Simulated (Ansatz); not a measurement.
## A hypothetical structure for YSc3

Starting from a made-up structure for YSc3, the aim is the relaxed cell, its shortest contacts and, where a second run follows, its electronic structure.

Method: DFT, PBEsol, plane-wave PAW, files of the set soft_1, scalar-relativistic, no spin, cell and ions relaxed at zero pressure; PAW set soft_1, in the first sound run; inputs show where later runs differ, in Ansatz 0.2.0.

## (1) The structure

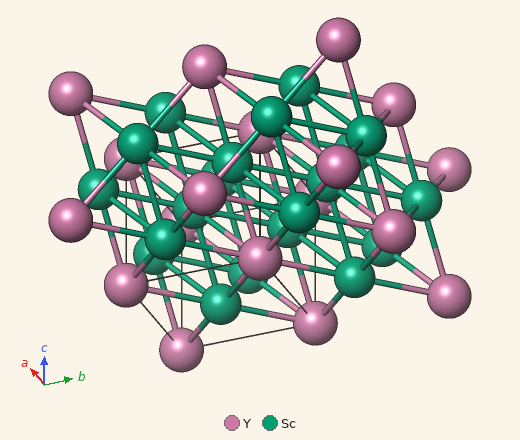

Start, viewed from a free direction; yttrium pink, scandium teal. 2×2×1 cells are drawn. Some periodic images of atoms are drawn too.

## (2) Relaxing cell and atoms

The guessed cell has no reason to be at equilibrium. It is relaxed with the atoms, within the space group of the guess.

File input.yaml:

```yaml
crystal:
  lattice:
    - [4.613, 0.0, 0.0]
    - [0.0, 4.613, 0.0]
    - [0.0, 0.0, 4.613]
  atoms:
    - { symbol: "Y", position: [0.0, 0.0, 0.0] }
    - { symbol: Sc, position: [0.5, 0.0, 0.5] }
    - { symbol: Sc, position: [0.5, 0.5, 0.0] }
    - { symbol: Sc, position: [0.0, 0.5, 0.5] }
kpoints:
  mp_grid: { grid: [6, 6, 6] }
scf:
  occupations: { method: fermi_dirac, width: 0.05 }
hamiltonian:
  xc: pbesol
  pseudopotentials: { kind: paw, azcp: { folder: soft_1 }, xc_functional: pbe }
relax:
  f_tol: 0.015
  max_steps: 70
  cell: {}
output:
  forces: true
  stress: true
```

Launch:

```console
$ ansatz run input.yaml --threads 4 --pin off --max-ram 8192MiB --backend cpu --events-out ev --progress --plain --runs-dir out
```

Numbers of over 12 decimals in the logs are rounded to 6 here.

The program printed:

```text
Engine: ansatz 0.2.0, aarch64-unknown-linux-gnu
Pseudopotentials: kind: paw
Pseudopotential: Y, paw, valence charge 11, recommended cutoff 420 eV (normal), soft_1/Y.paw.azcp
Pseudopotential: Sc, paw, valence charge 11, recommended cutoff 420 eV (normal), soft_1/Sc.paw.azcp
Functional definition: PBEsol
  exchange = pbesol_x
  correlation = pbesol_c
Crystal: 4 atoms, lattice volume = 98.164 Å³
Basis set: ecut = 420 eV, 1935 PW (Γ), exchange–correlation on 64×64×64 points (8 copies of the dense FFT grid, shifted against one another)
Bands: 27, of which v1, the nominal top of the filled ones, is band 22 counted from 1 (21 counted from 0)
Symmetry: 48 space group operations
Space group: Pm-3m (ITA 221), of the structure as read, at distance tolerance 4.6e-5 Å
k-points: 20 of 216
Non-local potential: Y, projectors of the file, l = 0: 3, l = 1: 2, l = 2: 2, l = 3: 1
Non-local potential: Sc, projectors of the file, l = 0: 3, l = 1: 2, l = 2: 3, l = 3: 1
PAW form: soft (Blöchl's): semilocal exchange-correlation on the pseudo side does not see the compensation charge
PAW frozen core: Y, regenerated for the run's functional, and the local potential with it (the file was generated under x = pbe(κ = 0.804, μ = 0.219515), c = pbe(β = 0.066725))
PAW frozen core: Sc, regenerated for the run's functional, and the local potential with it (the file was generated under x = pbe(κ = 0.804, μ = 0.219515), c = pbe(β = 0.066725))
PAW one-centre angular grid: Y, 590 points (default); XC on 64 Gauss nodes
PAW one-centre angular grid: Sc, 590 points (default); XC on 64 Gauss nodes
Initial density: superposition of atomic densities (chi_scale 0.1, normalization cell, long waves kept (reshape's long-wave potential 0.00 eV rms))
Initial wavefunctions: pseudopotential atomic-orbital guess
Functional: x = pbesol(κ = 0.804, μ = 0.123457), c = pbesol(β = 0.046)
SCF iter   1: F=—  HF=-10129.349083 eV  |F-HF|=—  |Δ(HF+E_count)|=         —  Δρ=2.87e-2  dr2=1.50e0  ethr=3.10e-3  ⟨swp⟩=5.2  Hψ=2216  notcnv=0
preconditioner: auto → Kerker (q_TF=auto, 2.387 Å⁻¹)  [metal: Δε(μ)=0.030 eV  Ē_g=2.269 eV  σ=0.050 eV  W_gap=0.15  n_scr=26 (ndim 8)  ℏωp=13.0 eV  f_vac=0.000  D(μ)=6.14/eV (n_scr^D=80)]
SCF iter   2: F=—  HF=-10129.027399 eV  |F-HF|=—  |Δ(HF+E_count)|=   3.22e-1  Δρ=9.68e-3  dr2=1.38e-1  ethr=3.10e-3  ⟨swp⟩=2.0  Hψ=887  notcnv=0
SCF iter   3: F=—  HF=-10128.989233 eV  |F-HF|=—  |Δ(HF+E_count)|=   3.82e-2  Δρ=4.11e-3  dr2=2.02e-2  ethr=3.14e-4  ⟨swp⟩=2.1  Hψ=769  notcnv=0
SCF iter   4: F=—  HF=-10128.985735 eV  |F-HF|=—  |Δ(HF+E_count)|=   3.50e-3  Δρ=7.61e-4  dr2=5.60e-4  ethr=4.58e-5  ⟨swp⟩=2.2  Hψ=785  notcnv=0
SCF iter   5: F=—  HF=-10128.985654 eV  |F-HF|=—  |Δ(HF+E_count)|=   8.11e-5  Δρ=1.56e-4  dr2=4.79e-5  ethr=1.27e-6  ⟨swp⟩=2.0  Hψ=663  notcnv=0
SCF iter   6: F=—  HF=-10128.985519 eV  |F-HF|=—  |Δ(HF+E_count)|=   1.35e-4  Δρ=1.86e-5  dr2=4.64e-7  ethr=1.09e-7  ⟨swp⟩=2.0  Hψ=640  notcnv=0
SCF iter   7: F=-10128.985519 eV  HF=-10128.985519 eV  |F-HF|=6.75e-9  |Δ(HF+E_count)|=   1.15e-7  Δρ=4.63e-6  dr2=1.51e-8  ethr=2.27e-10  ⟨swp⟩=4.0  Hψ=1644  notcnv=0
SCF 1 converged in 7 iterations: F = -10128.985519 eV  dr2 = 1.51e-8
  greatest PAW one-centre occupation: 0.998 electrons in one spin orbital (limit 2), on the Sc atom at site 3 (counted from 0), in its partial waves of l = 0
relax step   1: F+E_penalty+E_count = -10128.98551913 eV  Δ(F+E_penalty+E_count) = +0.000e0 eV  max|allowed force component| = 2.953e-29 eV/Å  Δτ_max = 0.0000 Å  P = +1.680 GPa  Ω = 98.164 Å³  (7 SCF iters, dr2 threshold 1.00e-7 eV, accepted)
Crystal: 4 atoms, lattice volume = 102.314 Å³
Basis set: ecut = 420 eV, 2007 PW (Γ), exchange–correlation on 64×64×64 points (8 copies of the dense FFT grid, shifted against one another)
Initial density: handed on by an earlier stage of this run
Initial wavefunctions: those handed on with the density
iter 1 solved again at ethr=5.18e-6 eV; its pass at ethr=3.10e-3 eV (dr2=2.28e-3 eV) is discarded
SCF iter   1: F=—  HF=-10129.000710 eV  |F-HF|=—  |Δ(HF+E_count)|=         —  Δρ=9.09e-4  dr2=2.31e-3  ethr=5.18e-6  ⟨swp⟩=1.1  Hψ=3041  notcnv=0
preconditioner: auto → Kerker (q_TF=auto, 2.370 Å⁻¹)  [metal: Δε(μ)=0.055 eV  Ē_g=2.059 eV  σ=0.050 eV  W_gap=0.26  n_scr=26 (ndim 8)  ℏωp=12.7 eV  f_vac=0.000  D(μ)=6.84/eV (n_scr^D=80)]
SCF iter   2: F=—  HF=-10129.000389 eV  |F-HF|=—  |Δ(HF+E_count)|=   3.21e-4  Δρ=3.54e-4  dr2=2.38e-4  ethr=5.18e-6  ⟨swp⟩=2.0  Hψ=625  notcnv=0
SCF iter   3: F=—  HF=-10129.000244 eV  |F-HF|=—  |Δ(HF+E_count)|=   1.45e-4  Δρ=1.32e-4  dr2=2.41e-5  ethr=5.41e-7  ⟨swp⟩=2.0  Hψ=618  notcnv=0
SCF iter   4: F=—  HF=-10129.000244 eV  |F-HF|=—  |Δ(HF+E_count)|=   1.81e-7  Δρ=2.67e-5  dr2=5.82e-7  ethr=5.48e-8  ⟨swp⟩=2.0  Hψ=920  notcnv=0
SCF iter   5: F=-10129.000244 eV  HF=-10129.000244 eV  |F-HF|=1.10e-8  |Δ(HF+E_count)|=   6.19e-8  Δρ=4.24e-6  dr2=2.34e-8  ethr=9.09e-10  ⟨swp⟩=3.7  Hψ=1538  notcnv=0
SCF 2 converged in 5 iterations: F = -10129.000244 eV  dr2 = 2.34e-8
relax step   2: F+E_penalty+E_count = -10129.00024394 eV  Δ(F+E_penalty+E_count) = -1.472e-2 eV  max|allowed force component| = 7.363e-30 eV/Å  Δτ_max = 0.0000 Å  P = -0.474 GPa  Ω = 102.314 Å³  energy of the carried Pulay correction = -8.236e-5 eV  (5 SCF iters, dr2 threshold 4.00e-7 eV, accepted)
Crystal: 4 atoms, lattice volume = 101.370 Å³
iter 1 solved again at ethr=2.15e-7 eV; its pass at ethr=3.10e-3 eV (dr2=9.47e-5 eV) is discarded
SCF iter   1: F=—  HF=-10129.001860 eV  |F-HF|=—  |Δ(HF+E_count)|=         —  Δρ=1.98e-4  dr2=1.10e-4  ethr=2.15e-7  ⟨swp⟩=2.0  Hψ=3027  notcnv=0
preconditioner: auto → Kerker (q_TF=auto, 2.374 Å⁻¹)  [metal: Δε(μ)=0.025 eV  Ē_g=2.078 eV  σ=0.050 eV  W_gap=0.12  n_scr=26 (ndim 8)  ℏωp=12.8 eV  f_vac=0.000  D(μ)=6.70/eV (n_scr^D=80)]
SCF iter   2: F=—  HF=-10129.001717 eV  |F-HF|=—  |Δ(HF+E_count)|=   1.43e-4  Δρ=7.70e-5  dr2=1.09e-5  ethr=2.15e-7  ⟨swp⟩=2.0  Hψ=627  notcnv=0
SCF iter   3: F=—  HF=-10129.001717 eV  |F-HF|=—  |Δ(HF+E_count)|=   9.13e-7  Δρ=2.86e-5  dr2=1.13e-6  ethr=2.48e-8  ⟨swp⟩=2.0  Hψ=622  notcnv=0
SCF iter   4: F=-10129.001717 eV  HF=-10129.001717 eV  |F-HF|=3.71e-9  |Δ(HF+E_count)|=   1.24e-8  Δρ=6.14e-6  dr2=3.12e-8  ethr=9.09e-10  ⟨swp⟩=3.9  Hψ=1595  notcnv=0
SCF 3 converged in 4 iterations: F = -10129.001717 eV  dr2 = 3.12e-8
relax step   3: F+E_penalty+E_count = -10129.00171651 eV  Δ(F+E_penalty+E_count) = -1.473e-3 eV  max|allowed force component| = 6.861e-30 eV/Å  Δτ_max = 0.0000 Å  P = -0.017 GPa  Ω = 101.370 Å³  energy of the carried Pulay correction = -6.394e-5 eV  (4 SCF iters, dr2 threshold 4.00e-7 eV, accepted)
Initial wavefunctions: pseudopotential atomic-orbital guess (no wavefunctions were taken with the density)
iter 1 solved again at ethr=6.67e-7 eV; its pass at ethr=3.10e-3 eV (dr2=2.94e-4 eV) is discarded
SCF iter   1: F=—  HF=-10129.001899 eV  |F-HF|=—  |Δ(HF+E_count)|=         —  Δρ=3.80e-5  dr2=7.00e-8  ethr=6.67e-7  ⟨swp⟩=2.6  Hψ=3391  notcnv=0
eigensolver tolerance schedule: the retry pair's looser diagonalisation over-reported the residual by 4191.23 of it (diagonalisation noise at 9.21 of the residual, at the tolerance the schedule requests for it); recorded, not acted on — ethr = c·dr2/N_el stays at c = 1.0e-1
preconditioner: auto → Kerker (q_TF=auto, 2.374 Å⁻¹)  [metal: Δε(μ)=0.024 eV  Ē_g=2.077 eV  σ=0.050 eV  W_gap=0.12  n_scr=26 (ndim 8)  ℏωp=12.8 eV  f_vac=0.000  D(μ)=6.70/eV (n_scr^D=80)]
SCF iter   2: F=—  HF=-10129.001774 eV  |F-HF|=—  |Δ(HF+E_count)|=   1.26e-4  Δρ=1.94e-5  dr2=2.23e-8  ethr=1.59e-10  ⟨swp⟩=2.6  Hψ=1028  notcnv=0
SCF iter   3: F=—  HF=-10129.001773 eV  |F-HF|=—  |Δ(HF+E_count)|=   3.82e-7  Δρ=9.78e-7  dr2=5.44e-10  ethr=5.08e-11  ⟨swp⟩=1.9  Hψ=582  notcnv=0
SCF iter   4: F=—  HF=-10129.001773 eV  |F-HF|=—  |Δ(HF+E_count)|=  4.00e-10  Δρ=2.77e-7  dr2=6.82e-11  ethr=1.24e-12  ⟨swp⟩=3.0  Hψ=1035  notcnv=0
SCF iter   5: F=-10129.001773 eV  HF=-10129.001773 eV  |F-HF|=9.09e-12  |Δ(HF+E_count)|=  2.91e-11  Δρ=9.58e-8  dr2=1.33e-11  ethr=1.00e-12  ⟨swp⟩=4.0  Hψ=1613  notcnv=0
SCF 4 converged in 5 iterations: F = -10129.001773 eV  dr2 = 1.33e-11
relax step   4: F+E_penalty+E_count = -10129.00177338 eV  Δ(F+E_penalty+E_count) = -5.687e-5 eV  max|allowed force component| = 1.528e-30 eV/Å  Δτ_max = 0.0000 Å  P = -0.017 GPa  Ω = 101.370 Å³  stress off target by 1.75e-2 GPa  SCF on the basis re-selected at this cell (its energy is not comparable with the rows above)  (5 SCF iters)
basis re-selected at this cell: Δ(F+E_penalty+E_count) = -5.687e-5 eV, ΔP = -0.001 GPa vs the last step (what re-selecting the basis moved, of the pressure what is left beyond the Pulay correction that the steps carried, after the strain that the cell walked since its last selection, with what the two solves' SCF thresholds leave and, on support functions, any second-order correction that the steps lacked; it is no m [...]
SCF converged after 5 iterations
Free energy (F): -10129.001773 eV
Harris-Foulkes:  -10129.001773 eV  (|F-HF|=9.09e-12)
Internal energy: -10128.945700 eV  (E = F + TS)
E sigma→0 (E₀):  -10128.973737 eV
Entropy (-TS):   -0.056073 eV (-14.018 meV/atom)
Fermi energy:    9.720205 eV
--- Per-component energies (eV) ---
  E_band       = -601.706742
  E_kinetic    = 937.063651
  E_local      = -3087.451511  (includes V_loc(G=0)·N_el)
  E_nonlocal   = 462.487483
  E_hartree    = 1081.421422
  E_xc         = -430.747822
  E_vxc        = -517.859194  (∫ρ·V_xc dr)
  E_paw        = -5665.709753  (= ΣΔE_a)
  E_vpaw       = -558.790108  (= ΣTr[D̂ρ^β])
  E_aug_tail   = 0.000134  (compensation charges beyond the density's cutoff)
  E_ewald      = -3426.545151
  E_core_change = 0.535849  (= ΣΔE_core)
  E_smearing   = -0.056073  (= −TS)
  E_closure    = -0.000000  (closes the sum)
  Σ components = -10129.001773   (vs F -10129.001773, Δ=0.00e0)
--- Forces (eV/Å), atoms counted from 1 ---
  atom   1  Y     -0.00000000    -0.00000000    -0.00000000
  atom   2  Sc     0.00000000    -0.00000000     0.00000000
  atom   3  Sc     0.00000000     0.00000000    -0.00000000
  atom   4  Sc     0.00000000     0.00000000     0.00000000
  max |Σ_I F_I| component: 2.30e-30 eV/Å
--- Stress (GPa, compression-positive) ---
       -0.017473       0.000000       0.000000
        0.000000      -0.017473       0.000000
        0.000000       0.000000      -0.017473
  P = ⅓ Tr σ = -0.0175 GPa (-0.175 kbar)
--- Relaxed structure (3 steps of the walk, 3 accepted, 1 SCFs on fresh bases) ---
  F+E_penalty+E_count = -10129.00177338 eV   max|allowed force component| = 1.528e-30 eV/Å   (the final SCF, on the basis selected at the relaxed cell)
  cell:  # Å, volume = 101.3704 Å³
    - [4.662695, 0, 0]
    - [0, 4.662695, 0.0]
    - [0, 0.0, 4.662695]
  atoms:
    - { symbol: Y, position: [0, 0, 0] }
    - { symbol: Sc, position: [0.5, 0, 0.5] }
    - { symbol: Sc, position: [0.5, 0.5, 0] }
    - { symbol: Sc, position: [0, 0.5, 0.5] }
```

The job ended after 3.2 s (4 threads of Arm Neoverse V2, shared host; peak memory 0.5 GiB; 9 s of CPU time).

Relaxation path:

| step | energy less that of the first step (eV) | largest force component (eV/Å) | pressure (GPa) | volume (Å³) |
| --- | --- | --- | --- | --- |
| 1 | 0.0000 | 0.0000 | 1.68 | 98.16 |
| 2 | -0.0147 | 0.0000 | -0.47 | 102.31 |
| 3 | -0.0162 | 0.0000 | -0.02 | 101.37 |
| 4* | -0.0163 | 0.0000 | -0.02 | 101.37 |

Relaxation steps marked * repeat the geometry before them on a plane-wave basis chosen anew for their cell, so energy and pressure can jump there.

Forces are held to the 48 operations that the run works with; a distortion that breaks them can't arise in this run.

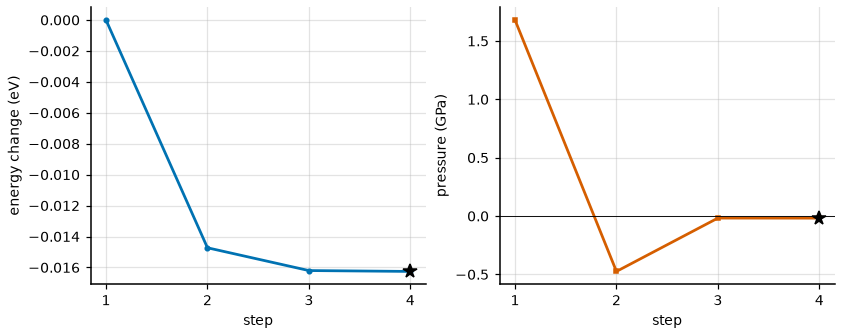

Energy and pressure along the relaxation. Stars mark steps on a basis chosen anew.

| conventional cell, symmetrised | before | after | change |
| --- | --- | --- | --- |
| a (Å) | 4.613 | 4.663 | +1.1 % |
| b (Å) | 4.613 | 4.663 | +1.1 % |
| c (Å) | 4.613 | 4.663 | +1.1 % |
| volume (Å³/atom) | 24.54 | 25.34 | +3.3 % |

The relaxed structure:

```xyz
4
Lattice="4.6627 0.0000 0.0000 0.0000 4.6627 0.0000 0.0000 0.0000 4.6627" Properties=species:S:1:pos:R:3 pbc="T T T"
Y     0.0000    0.0000    0.0000
Sc    2.3313    0.0000    2.3313
Sc    2.3313    2.3313    0.0000
Sc    0.0000    2.3313    2.3313
```

This step gave:

```yaml
free_energy: -10129.0018 eV
energy_at_zero_smearing: -10128.9737 eV
smearing_term_ts: 0.05607 eV
fermi_energy: 9.720 eV
electrons: 44
symmetry_operations: 48
pressure: -0.01747 GPa
```

The shortest distance of each pair, which need not be the same contact before and after:

| pair | guess (Å) | relaxed (Å) |
| --- | --- | --- |
| Sc–Y | 3.262 | 3.297 |
| Sc–Sc | 3.262 | 3.297 |
| Y–Y | 4.613 | 4.663 |

The relaxation ends with a pressure of -0.02 GPa.

(Part 1 of 2 ends here.)

[Logs are printed without paths, hosts, clocks, repeated set-up lines and the standing remarks that a program may print on its own settings, such as how far it seeks lower states.]

[Hosts, paths, dates, database ids (printed as entryN), source tags and the programs' standing remarks are cut or masked in the printed files.]
